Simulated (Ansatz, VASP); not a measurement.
# Mn2Ga2S5: VASP beside Ansatz

One calculation is typed for both programs; each brings its own data sets and cutoff. How far apart do they land? The cell comes out of the VASP series on this material, whose earlier steps may have relaxed, scaled or displaced it; both programs get it as it stands.

Calculated with Ansatz 0.2.0; plane waves, with VASP 6.6.1 beside it; relaxation of cell and atoms at PBEsol, DFT+U and zone-centre phonons at PBEsol, DFT+U.

In doubt: warnings of the run leave room for a lower electronic state, so energies may not be the lowest and differences between runs may mislead.

## Step 1: Starting point

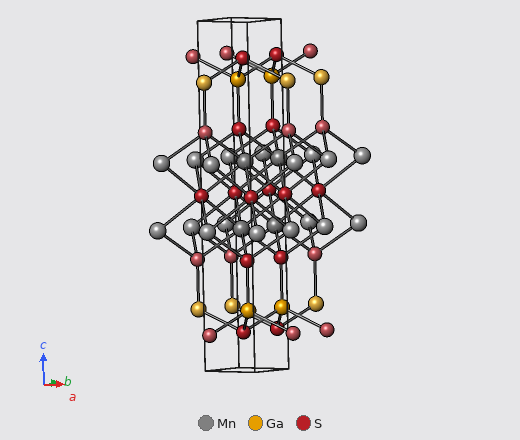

Start, viewed slightly off an axis; manganese grey, gallium orange, sulfur red. 1×2×1 cells are drawn. Some periodic images of atoms are drawn too.

Coordinates:

```cif
data_structure
_symmetry_space_group_name_H-M 'P 1'
_symmetry_Int_Tables_number 1
_cell_length_a 3.6778
_cell_length_b 3.6778
_cell_length_c 15.3422
_cell_angle_alpha 90.000
_cell_angle_beta 90.000
_cell_angle_gamma 120.000
_cell_volume 179.72
loop_
_atom_site_label
_atom_site_type_symbol
_atom_site_fract_x
_atom_site_fract_y
_atom_site_fract_z
_atom_site_occupancy
Mn1 Mn 0.33333 0.66667 0.40159 1
Mn2 Mn 0.66667 0.33333 0.59841 1
Ga3 Ga 0.33333 0.66667 0.82823 1
Ga4 Ga 0.66667 0.33333 0.17177 1
S5 S 0.00000 0.00000 0.50000 1
S6 S 0.33333 0.66667 0.68554 1
S7 S 0.66667 0.33333 0.31446 1
S8 S 0.33333 0.66667 0.10626 1
S9 S 0.66667 0.33333 0.89374 1
```

## Step 2: Ansatz: relaxation of cell and atoms, PBEsol, DFT+U

Ansatz runs on its default PAW (the set named soft_2) files.

The relaxed volume is the usual yardstick between codes: its relative difference is about their pressure difference at one cell divided by the bulk modulus.

Contents of input.yaml:

```yaml
crystal:
  lattice:
    - [3.6778439483, 0.0, 0.0]
    - [-1.8389219742, 3.1851062904, 0.0]
    - [0.0, 0.0, 15.3422073142]
  atoms:
    - { symbol: Mn, position: [0.33333333, 0.66666667, 0.401585232], spin: 4.0 }
    - { symbol: Mn, position: [0.66666667, 0.33333333, 0.598414768], spin: 4.0 }
    - { symbol: Ga, position: [0.33333333, 0.66666667, 0.8282288098] }
    - { symbol: Ga, position: [0.66666667, 0.33333333, 0.1717711902] }
    - { symbol: S, position: [0.0, 0.0, 0.5] }
    - { symbol: S, position: [0.33333333, 0.66666667, 0.6855393776] }
    - { symbol: S, position: [0.66666667, 0.33333333, 0.3144606224] }
    - { symbol: S, position: [0.33333333, 0.66666667, 0.1062598604] }
    - { symbol: S, position: [0.66666667, 0.33333333, 0.8937401396] }
hamiltonian:
  xc: pbesol
  pseudopotentials: { kind: paw }
  hubbard: { sites: [{ species: Mn, l: d, u_eff: 3.0 }] }
magnetization:
  spin_polarized: true
kpoints:
  mp_grid: { grid: [6, 6, 2] }
scf:
  occupations: { method: gaussian, width: 0.05 }
relax:
  f_tol: 0.01
  max_steps: 60
  cell: { stress_tol: 0.05 }
output:
  forces: true
  stress: true
```

On the command line:

```bash
> ansatz run input.yaml --threads 4 --pin off --max-ram 9216MiB --backend cpu --events-out ev --progress --plain --runs-dir out
```

Numbers of over 12 decimals in the logs are rounded to 6 here.

Log:

```text
Mn: projections on atomic orbitals take those of the free atom [Ne] 3s2 3p6 3d5 4s2, of charge +0.00 (hamiltonian.pseudopotentials.projection_atoms); the dataset's partial waves leave at most 9.0e-7 of an orbital's norm unspanned inside its sphere
Ga: projections on atomic orbitals take those of the free atom [Ar] 3d10 4s2 4p1, of charge +0.00 (hamiltonian.pseudopotentials.projection_atoms); the dataset's partial waves leave at most 1.1e-6 of an orbital's norm unspanned inside its sphere
S: projections on atomic orbitals take those of the free atom [Ne] 3s2 3p4, of charge +0.00 (hamiltonian.pseudopotentials.projection_atoms); the dataset's partial waves leave at most 1.6e-7 of an orbital's norm unspanned inside its sphere
Engine: ansatz 0.2.0, aarch64-unknown-linux-gnu
Pseudopotentials: kind: paw
Pseudopotential: Mn, paw, valence charge 15, recommended cutoff 420 eV (normal), Mn.paw.azcp
Pseudopotential: Ga, paw, valence charge 13, recommended cutoff 420 eV (normal), Ga.paw.azcp
Pseudopotential: S, paw, valence charge 6, recommended cutoff 420 eV (normal), S.paw.azcp
Functional definition: PBEsol
  exchange = pbesol_x
  correlation = pbesol_c
Crystal: 9 atoms, lattice volume = 179.724 Å³
Basis set: ecut = 420 eV, 3507 PW (Γ), exchange–correlation on 50×50×216 points (8 copies of the dense FFT grid, shifted against one another)
Bands: 57, of which v1, the nominal top of the filled ones, is band 43 counted from 1 (42 counted from 0)
Symmetry: 12 space group operations
Space group: P-3m1 (ITA 164), of the structure as read, at distance tolerance 5.6e-5 Å
Magnetic group: BNS 164.85 (UNI 1315), of the structure as read, at distance tolerance 5.6e-5 Å
k-points: 14 of 72
Non-local potential: Mn, projectors of the file, l = 0: 3, l = 1: 2, l = 2: 3, l = 3: 1
Non-local potential: Ga, projectors of the file, l = 0: 2, l = 1: 2, l = 2: 3, l = 3: 1
Non-local potential: S, projectors of the file, l = 0: 2, l = 1: 2, l = 2: 2
PAW form: soft (Blöchl's): semilocal exchange-correlation on the pseudo side does not see the compensation charge
PAW frozen core: Mn, regenerated for the run's functional, and the local potential with it (the file was generated under x = pbe(κ = 0.804, μ = 0.219515), c = pbe(β = 0.066725))
PAW frozen core: Ga, regenerated for the run's functional, and the local potential with it (the file was generated under x = pbe(κ = 0.804, μ = 0.219515), c = pbe(β = 0.066725))
PAW frozen core: S, regenerated for the run's functional, and the local potential with it (the file was generated under x = pbe(κ = 0.804, μ = 0.219515), c = pbe(β = 0.066725))
PAW one-centre angular grid: Mn, 590 points (default); XC on 64 Gauss nodes
PAW one-centre angular grid: Ga, 590 points (default); XC on 64 Gauss nodes
PAW one-centre angular grid: S, 110 points (default); XC on 64 Gauss nodes
Initial density: superposition of atomic densities (chi_scale 0.1, normalization cell, long waves kept whole (reshape's long-wave potential 4.51 eV rms))
Starting moments: Σ|m| = 8 μB on 2 of 9 sites
Initial wavefunctions: pseudopotential atomic-orbital guess
Functional: x = pbesol(κ = 0.804, μ = 0.123457), c = pbesol(β = 0.046)
SCF iter   1: F=—  HF=-19746.841886 eV  |F-HF|=—  |Δ(HF+E_count)|=         —  Δρ=3.62e-1 (↑1.13e-1 ↓3.62e-1)  dr2=2.68e3  dr2_m=3.05e1  M=0.462 μB ∫|m|=0.770 μB  β_m=0.30  ethr=3.10e-3  ⟨swp⟩=11.2  Hψ=8254  notcnv=0  defer=2
preconditioner: auto → Kerker (q_TF=auto, 2.413 Å⁻¹)  [metal: Δε(μ)=0.012 eV  Ē_g=11.372 eV  σ=0.050 eV  W_gap=0.13  n_scr=52 (ndim 8)  ℏωp=23.2 eV  f_vac=0.017  D(μ)=6.25/eV (n_scr^D=54)]
spin=Collinear: Kerker preconditioning applied to the charge; magnetization (m = ρ↑ − ρ↓) channel mixes plain (no charge-response kernel on spin).
SCF iter   2: F=—  HF=-19671.131510 eV  |F-HF|=—  |Δ(HF+E_count)|=    7.57e1  Δρ=9.98e-2 (↑7.09e-2 ↓9.98e-2)  dr2=2.48e2  dr2_m=1.18e0  M=7.530 μB ∫|m|=8.092 μB  β_m=1.00  ethr=3.10e-3  ⟨swp⟩=4.7  Hψ=4775  notcnv=0  defer=223
SCF iter   3: F=—  HF=-19661.056154 eV  |F-HF|=—  |Δ(HF+E_count)|=    1.01e1  Δρ=3.33e-2 (↑3.09e-2 ↓3.33e-2)  dr2=2.86e2  dr2_m=3.82e-2  M=6.421 μB ∫|m|=7.453 μB  β_m=0.30  ethr=3.10e-3  ⟨swp⟩=4.2  Hψ=3840  notcnv=0  defer=173
SCF iter   4: F=—  HF=-19654.201396 eV  |F-HF|=—  |Δ(HF+E_count)|=    6.85e0  Δρ=5.50e-2 (↑4.94e-2 ↓5.50e-2)  dr2=1.26e1  dr2_m=3.48e0  M=9.501 μB ∫|m|=9.503 μB  β_m=1.00  ethr=3.10e-3  ⟨swp⟩=5.4  Hψ=3745  notcnv=0  defer=162
SCF iter   5: F=—  HF=-19653.036888 eV  |F-HF|=—  |Δ(HF+E_count)|=    1.16e0  Δρ=2.02e-2 (↑1.95e-2 ↓2.02e-2)  dr2=7.80e0  dr2_m=8.98e-2  M=9.996 μB ∫|m|=9.996 μB  β_m=1.00  ethr=3.10e-3  ⟨swp⟩=4.2  Hψ=2930  notcnv=0  defer=139
SCF iter   6: F=—  HF=-19651.651233 eV  |F-HF|=—  |Δ(HF+E_count)|=    1.39e0  Δρ=1.20e-2 (↑1.20e-2 ↓9.00e-3)  dr2=2.86e0  dr2_m=1.49e-2  M=10.000 μB ∫|m|=10.002 μB  β_m=0.30  ethr=3.10e-3  ⟨swp⟩=5.6  Hψ=3106  notcnv=0  defer=141
Mixer restart at iter 6: flushing history
spin-set hold released at iteration 6 (site moments contracting): the magnetisation degrees of freedom join the quasi-Newton model from the next iteration; the mixer history was flushed
[...]
SCF iter  11: F=—  HF=-19652.212535 eV  |F-HF|=—  |Δ(HF+E_count)|=   3.92e-2  Δρ=1.01e-3 (↑1.01e-3 ↓7.68e-4)  dr2=3.39e-2  dr2_m=1.60e-4  M=10.000 μB ∫|m|=10.010 μB  β_m=0.96  ethr=3.47e-4  ⟨swp⟩=5.3  Hψ=2927  notcnv=0  defer=132
SCF iter  12: F=—  HF=-19652.213528 eV  |F-HF|=—  |Δ(HF+E_count)|=   9.93e-4  Δρ=7.12e-4 (↑7.12e-4 ↓6.87e-4)  dr2=7.09e-3  dr2_m=1.90e-5  M=9.997 μB ∫|m|=10.009 μB  β_m=0.78  ethr=3.95e-5  ⟨swp⟩=3.6  Hψ=2983  notcnv=0  defer=133
SCF iter  13: F=—  HF=-19652.211353 eV  |F-HF|=—  |Δ(HF+E_count)|=   2.17e-3  Δρ=3.82e-4 (↑3.82e-4 ↓2.98e-4)  dr2=3.01e-3  dr2_m=1.58e-5  M=9.995 μB ∫|m|=10.008 μB  β_m=0.76  ethr=8.24e-6  ⟨swp⟩=2.0  Hψ=2424  notcnv=0  defer=132
SCF iter  14: F=—  HF=-19652.211656 eV  |F-HF|=—  |Δ(HF+E_count)|=   3.03e-4  Δρ=1.27e-4 (↑1.27e-4 ↓1.26e-4)  dr2=4.44e-4  dr2_m=1.63e-6  M=9.992 μB ∫|m|=10.006 μB  β_m=0.88  ethr=3.49e-6  ⟨swp⟩=2.3  Hψ=2580  notcnv=0  defer=132
SCF iter  15: F=—  HF=-19652.211754 eV  |F-HF|=—  |Δ(HF+E_count)|=   9.81e-5  Δρ=5.07e-5 (↑4.91e-5 ↓5.07e-5)  dr2=8.36e-5  dr2_m=2.09e-7  M=9.992 μB ∫|m|=10.006 μB  β_m=0.94  ethr=5.16e-7  ⟨swp⟩=2.0  Hψ=2050  notcnv=0  defer=132
SCF iter  16: F=—  HF=-19652.211758 eV  |F-HF|=—  |Δ(HF+E_count)|=   4.51e-6  Δρ=2.03e-5 (↑2.03e-5 ↓2.01e-5)  dr2=6.22e-6  dr2_m=2.78e-8  M=9.991 μB ∫|m|=10.005 μB  β_m=0.97  ethr=9.72e-8  ⟨swp⟩=2.0  Hψ=2116  notcnv=0  defer=133
SCF iter  17: F=—  HF=-19652.211759 eV  |F-HF|=—  |Δ(HF+E_count)|=   6.80e-7  Δρ=1.34e-5 (↑1.34e-5 ↓8.01e-6)  dr2=1.36e-6  dr2_m=2.16e-8  M=9.991 μB ∫|m|=10.005 μB  β_m=0.98  ethr=7.23e-9  ⟨swp⟩=2.0  Hψ=1989  notcnv=0  defer=133
SCF iter  18: F=—  HF=-19652.211759 eV  |F-HF|=—  |Δ(HF+E_count)|=   2.54e-7  Δρ=8.07e-6 (↑8.07e-6 ↓3.81e-6)  dr2=3.92e-7  dr2_m=1.35e-8  M=9.991 μB ∫|m|=10.005 μB  β_m=0.91  ethr=1.58e-9  ⟨swp⟩=2.0  Hψ=2613  notcnv=0  defer=133
SCF iter  19: F=-19652.211759 eV  HF=-19652.211759 eV  |F-HF|=2.95e-8  |Δ(HF+E_count)|=   1.06e-8  Δρ=3.33e-6 (↑3.33e-6 ↓2.34e-6)  dr2=9.57e-8  dr2_m=1.03e-9  M=9.991 μB ∫|m|=10.005 μB  ethr=1.16e-10  ⟨swp⟩=1.3  Hψ=4356  notcnv=0
SCF 1 converged in 19 iterations: F = -19652.211759 eV  dr2 = 9.57e-8
a single-point calculation of the run's input, under the relaxation's own `scf.mixing.negative_modes` where the relaxation goes by `scf.lower_state_search: light` itself or types `scf.max_iter`, was made at the relaxed geometry, from the atoms, in 19 SCF iterations in all. It converged +0.0 meV from the relaxation's final energy, with moments (4.35, 4.35, 0.01, 0.01, 0.12, 0.05, 0.05, 0.02, 0.02 Bohr magnetons, atom by atom), which does not count as lower, and the relaxation's result stands. No further magnetic order was relaxed to its end, and one can end lower (see `relax.adjacent_minimum`). Of at least 1 other set(s) of starting moments it isn't known whether they lead lower.
SCF converged after 7 iterations
Magnetization: 9.9914 μB (47.9957 up, 38.0043 down)
Absolute magnetization: 10.0028 μB (∫|ρ↑−ρ↓|, with the PAW one-centre terms)
Spin contamination: 0.0292 ħ² per cell (⟨S²⟩ above its minimum at these occupations)
Per-site moments (μB) at R_I (Å): [(4.352032, 1.036676), (4.352032, 1.036676), (0.013179, 0.905335), (0.013179, 0.905335), (0.119759, 1.078878), (0.053945, 0.905335), (0.053945, 0.905335), (0.019431, 0.970821), (0.019431, 0.970821)]
Free energy (F): -19652.211759 eV
Harris-Foulkes:  -19652.211759 eV  (|F-HF|=7.28e-12)
Internal energy: -19652.211152 eV  (E = F + TS)
E sigma→0 (E₀):  -19652.211456 eV
Entropy (-TS):   -0.000607 eV (-0.067 meV/atom)
Fermi energy:    7.942888 eV
--- Per-component energies (eV) ---
  E_band       = -838.463757
  E_kinetic    = 1361.106282
  E_local      = -12149.821587  (includes V_loc(G=0)·N_el)
  E_nonlocal   = 1507.540292
  E_hartree    = 5380.063571
  E_xc         = -836.114264
  E_vxc        = -833.737195  (∫ρ·V_xc dr)
  E_hubbard    = 1.042695  (on-site DFT+U / exact-exchange correction)
  E_vhub       = -13.816377  (the Hubbard potential's part of the band-sum identity)
  E_paw        = -9378.685264  (= ΣΔE_a)
  E_vpaw       = -1469.861775  (= ΣTr[D̂ρ^β])
  E_aug_tail   = -0.000242  (compensation charges beyond the density's cutoff)
  E_ewald      = -5539.717638
  E_core_change = 2.375003  (= ΣΔE_core)
  E_smearing   = -0.000607  (= −TS)
  E_closure    = 0.000000  (closes the sum)
  Σ components = -19652.211759   (vs F -19652.211759, Δ=0.00e0)
--- Forces (eV/Å), atoms counted from 1 ---
  atom   1  Mn    -0.00000000    -0.00000000     0.00110944
  atom   2  Mn     0.00000000     0.00000000    -0.00110944
  atom   3  Ga     0.00000000    -0.00000000    -0.00494341
  atom   4  Ga     0.00000000     0.00000000     0.00494341
  atom   5  S      0.00000000    -0.00000000     0.00000000
  atom   6  S     -0.00000000     0.00000000     0.00048477
  atom   7  S      0.00000000    -0.00000000    -0.00048477
  atom   8  S      0.00000000    -0.00000000     0.00026347
  atom   9  S     -0.00000000     0.00000000    -0.00026347
  max |Σ_I F_I| component: 2.31e-17 eV/Å
--- Stress (GPa, compression-positive) ---
       -0.000451       0.000000      -0.000000
        0.000000      -0.000451       0.000000
       -0.000000       0.000000      -0.030170
  P = ⅓ Tr σ = -0.0104 GPa (-0.104 kbar)
--- Relaxed structure (3 steps of the walk, 3 accepted, 1 SCFs on fresh bases) ---
  F+E_penalty+E_count = -19652.21175920 eV   max|allowed force component| = 4.943e-3 eV/Å   (the final SCF, on the basis selected at the relaxed cell)
  cell:  # Å, volume = 181.4870 Å³
    - [3.689893, 2.8962057434264187e-11, 0]
    - [-1.844947, 3.195541, 0]
    - [0, 0, 15.391729]
  atoms:
    - { symbol: Mn, position: [0.333333, 0.666667, 0.401421] }
    - { symbol: Mn, position: [0.666667, 0.333333, 0.598579] }
    - { symbol: Ga, position: [0.333333, 0.666667, 0.827792] }
    - { symbol: Ga, position: [0.666667, 0.333333, 0.172208] }
    - { symbol: S, position: [0, 0, 0.500000] }
    - { symbol: S, position: [0.333333, 0.666667, 0.685199] }
    - { symbol: S, position: [0.666667, 0.333333, 0.314801] }
    - { symbol: S, position: [0.333333, 0.666667, 0.107220] }
    - { symbol: S, position: [0.666667, 0.333333, 0.892780] }
```

It took 27 s on 4 threads of Arm Neoverse V2, shared host; peak memory 0.82 GiB.

(Part 1 of 3 ends here.)

[Lines on the potential files, build, host, timing and source positions are cut from VASP's logs without a mark.]

[Logs are printed without paths, hosts, clocks, repeated set-up lines and the standing remarks that a program may print on its own settings, such as how far it seeks lower states.]

[Hosts, paths, dates, database ids (printed as entryN), source tags and the programs' standing remarks are cut or masked in the printed files.]
